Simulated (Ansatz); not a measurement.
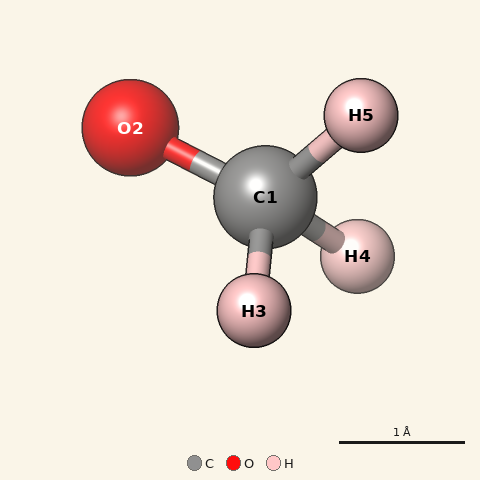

Source: calculation with Ansatz.

Orthographic view. Atoms fade into the background with distance from the viewer. State: neutral, doublet. Geometry: a fixed input geometry, not necessarily a minimum.

Write a Z-matrix (Å, degrees) in the order of the atom numbers, with these reference atoms: 2 to 1; 3 to 1, 2; 4 to 1, 3, 2; 5 to 1, 3, 4.

```
C  
O    1   1.289
H    1   1.173   2   118.6
H    1   1.174   3    99.1   2  -129.7
H    1   1.173   3    99.1   4  -100.8
```
